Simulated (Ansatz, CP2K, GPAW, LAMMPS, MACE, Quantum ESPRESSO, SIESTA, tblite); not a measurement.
**Cu22Zr78 (at. %) with crystalline order left by the classical run (65 atoms): forces by two methods**

65 atoms (14 Cu, 51 Zr) placed at random at 6.15 g/cm³, melted at 2200 K for 10 ps at fixed volume with the Finnis-Sinclair Cu-Zr potential (Mendelev, file CuZr_mm.eam.fs of the LAMMPS distribution). Quenched from 2200 K to 300 K at 3 K/ps and zero pressure, held 5 ps, then minimised at fixed cell.

Two calculations on one geometry. First: Kohn-Sham DFT, PBE, GTH-PBE pseudopotentials, Gaussian and plane waves, DZVP-MOLOPT-SR-GTH, diagonalisation; 560/50 Ry; levels smeared at 580 K (CP2K 2026.2; Γ point). Second: Kohn-Sham DFT, PBE, SSSP efficiency 1.3.0 pseudopotentials, plane waves; sssp-1.3.0-efficiency; 60/480 Ry; levels smeared at 580 K (Quantum ESPRESSO 7.5; sssp-pbe-1.3.0-efficiency, cutoffs 60/480 Ry, Γ point).

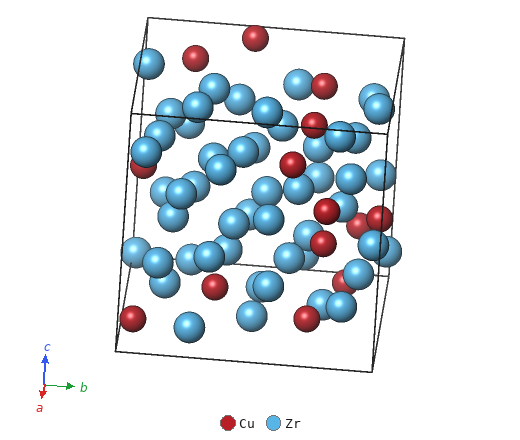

The structure (copper red, zirconium blue).

Cell vectors (Å):

```
11.101 0.000 0.000
0.000 11.101 0.000
0.000 0.000 11.101
```

Atom, position (Å) and force of the first calculation (eV/Å):

```
1 Cu 7.461 7.996 0.755 -0.209 0.110 -0.101
2 Cu 8.536 7.002 8.283 0.267 0.114 -0.033
3 Cu 6.681 10.817 5.348 0.138 -0.109 -0.037
4 Cu 7.415 3.946 1.870 0.194 0.154 0.235
5 Cu 0.931 9.739 2.614 -0.197 -0.185 0.012
6 Cu 6.505 7.731 9.376 -0.081 0.120 0.085
7 Cu 8.609 0.553 0.572 0.285 0.008 0.237
8 Cu 0.428 4.702 10.718 0.146 0.169 0.000
9 Cu 10.245 8.669 6.944 0.032 0.152 0.224
10 Cu 4.160 0.396 5.915 0.233 0.232 -0.043
11 Cu 2.458 7.887 9.579 -0.084 0.056 -0.267
12 Cu 8.006 8.515 4.524 0.025 -0.091 0.186
13 Cu 2.056 9.331 0.384 0.115 -0.039 0.231
14 Cu 0.578 2.192 9.618 0.193 -0.146 -0.231
15 Zr 4.427 4.232 2.430 -0.491 0.386 -0.248
16 Zr 6.648 10.485 10.436 -0.278 -0.326 -0.750
17 Zr 4.491 3.247 9.879 -0.132 0.622 -0.243
18 Zr 9.370 0.690 8.665 0.203 -0.070 -0.016
19 Zr 5.930 1.086 8.068 -0.535 -0.633 -0.248
20 Zr 0.223 0.163 0.250 -0.270 0.012 0.136
21 Zr 0.056 7.805 4.350 0.067 -0.006 -0.515
22 Zr 0.975 10.013 8.575 -0.487 -0.264 0.099
23 Zr 0.249 7.378 0.800 -0.178 -0.135 0.222
24 Zr 5.452 1.866 4.185 -0.356 -0.737 -0.161
25 Zr 2.100 7.797 6.594 0.415 0.140 0.077
26 Zr 8.906 6.309 2.710 -0.111 0.317 0.134
27 Zr 5.629 1.707 1.163 -0.159 -0.161 0.179
28 Zr 7.544 2.708 10.199 0.217 0.650 -0.404
29 Zr 7.961 2.258 6.284 0.266 -0.073 0.013
30 Zr 5.962 7.005 2.903 -0.667 -0.320 0.079
31 Zr 8.147 1.454 3.078 0.545 -0.079 -0.465
32 Zr 4.372 9.461 8.077 -0.011 0.528 0.122
33 Zr 6.406 10.048 2.585 -0.126 0.029 0.250
34 Zr 4.432 9.089 4.854 -0.142 -0.149 -0.165
35 Zr 9.860 3.967 8.328 -0.023 0.180 0.090
36 Zr 1.583 10.534 5.312 0.377 0.011 -0.016
37 Zr 2.567 1.367 7.773 0.015 -0.080 0.783
38 Zr 2.227 2.640 0.951 -0.278 0.204 -0.586
39 Zr 4.606 8.510 0.313 0.110 -0.108 -0.122
40 Zr 9.180 6.143 5.913 -0.699 -0.228 0.151
41 Zr 0.924 4.994 5.843 0.216 0.419 0.017
42 Zr 3.339 11.061 2.500 0.075 0.367 0.298
43 Zr 2.042 4.268 8.477 0.014 0.177 0.268
44 Zr 0.157 6.700 8.629 -0.149 -0.459 0.300
45 Zr 2.899 5.767 0.228 -0.051 -0.043 0.203
46 Zr 0.166 1.258 3.133 -0.103 -0.093 -0.144
47 Zr 2.532 2.585 4.470 -0.006 -0.209 0.160
48 Zr 8.856 5.769 10.748 -0.161 -0.049 -0.508
49 Zr 9.560 10.741 5.270 -0.633 0.229 -0.100
50 Zr 3.515 0.318 10.380 0.137 -0.362 0.224
51 Zr 6.902 4.766 8.031 0.298 0.217 0.362
52 Zr 2.818 7.663 2.744 -0.434 -0.145 0.025
53 Zr 9.370 8.993 10.101 0.382 0.067 0.011
54 Zr 7.640 9.513 7.480 0.149 -0.182 0.268
55 Zr 6.735 4.560 4.602 0.364 0.218 -0.046
56 Zr 9.716 3.714 4.185 0.174 0.139 0.059
57 Zr 6.202 7.223 6.237 0.303 -0.126 -0.310
58 Zr 4.544 3.411 6.668 0.100 0.487 0.332
59 Zr 9.389 9.528 2.228 0.302 -0.203 -0.081
60 Zr 3.713 5.771 4.975 0.320 0.067 -0.149
61 Zr 5.956 5.559 0.066 0.317 -0.064 -0.069
62 Zr 0.988 4.979 2.755 0.287 0.061 -0.282
63 Zr 9.996 3.069 0.947 0.189 0.007 0.140
64 Zr 4.240 6.280 8.308 -0.066 -0.157 0.337
65 Zr 0.078 2.080 6.396 -0.310 -0.810 -0.064
```

**Question.** What forces does the second calculation give?

Atom and force (eV/Å):

```
1 -0.230 0.066 -0.111
2 0.230 0.157 -0.052
3 0.088 -0.087 -0.062
4 0.225 0.195 0.249
5 -0.198 -0.220 0.001
6 0.031 0.086 0.054
7 0.255 0.011 0.188
8 0.110 0.194 -0.025
9 0.063 0.155 0.216
10 0.258 0.288 -0.089
11 -0.112 0.128 -0.255
12 -0.002 -0.032 0.169
13 0.125 -0.060 0.231
14 0.170 -0.111 -0.208
15 -0.479 0.406 -0.245
16 -0.237 -0.351 -0.739
17 -0.141 0.627 -0.252
18 0.217 -0.054 0.014
19 -0.558 -0.627 -0.280
20 -0.257 0.004 0.156
21 0.050 0.013 -0.529
22 -0.485 -0.282 0.115
23 -0.145 -0.108 0.224
24 -0.348 -0.779 -0.147
25 0.402 0.136 0.107
26 -0.144 0.309 0.128
27 -0.143 -0.147 0.174
28 0.225 0.640 -0.360
29 0.263 -0.090 0.013
30 -0.653 -0.310 0.080
31 0.543 -0.082 -0.485
32 -0.011 0.520 0.113
33 -0.098 0.037 0.257
34 -0.122 -0.119 -0.152
35 0.015 0.179 0.108
36 0.405 0.000 -0.031
37 0.047 -0.082 0.770
38 -0.294 0.214 -0.603
39 0.106 -0.120 -0.154
40 -0.725 -0.195 0.169
41 0.231 0.418 0.024
42 0.018 0.349 0.280
43 -0.026 0.170 0.278
44 -0.147 -0.437 0.313
45 -0.088 -0.039 0.164
46 -0.097 -0.114 -0.134
47 -0.001 -0.210 0.173
48 -0.163 -0.034 -0.517
49 -0.654 0.183 -0.084
50 0.111 -0.386 0.231
51 0.300 0.245 0.371
52 -0.457 -0.104 0.010
53 0.353 0.042 -0.010
54 0.149 -0.198 0.244
55 0.363 0.221 -0.047
56 0.166 0.141 0.039
57 0.344 -0.123 -0.277
58 0.094 0.468 0.322
59 0.290 -0.191 -0.080
60 0.323 0.061 -0.145
61 0.356 -0.062 -0.062
62 0.286 0.050 -0.302
63 0.182 -0.003 0.120
64 -0.073 -0.139 0.383
65 -0.305 -0.816 -0.053
```

The two sets differ by 24.0 meV/Å r.m.s., 8.8 % of the r.m.s. force of the Quantum ESPRESSO run. The network of bonds at the start is that of the classical potential that made the cell, and needn't be the one that DFT or experiment would give. The electronic-structure runs sample only Γ, in a cell whose shortest periodic width is 11 Å, which is coarse for a cell with partly filled levels.

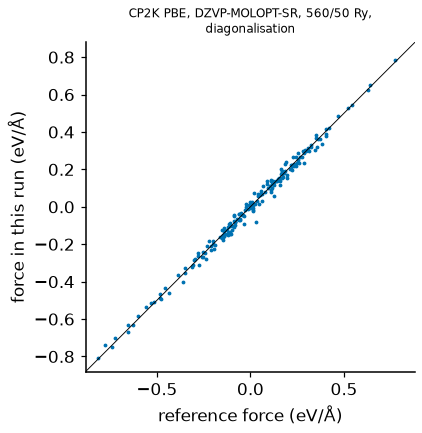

Force components against those of the reference; the line marks equality.

[Logs are printed without paths, hosts, clocks, repeated set-up lines and the standing remarks that a program may print on its own settings, such as how far it seeks lower states.]

[Hosts, paths, dates, database ids (printed as entryN), source tags and the programs' standing remarks are cut or masked in the printed files.]
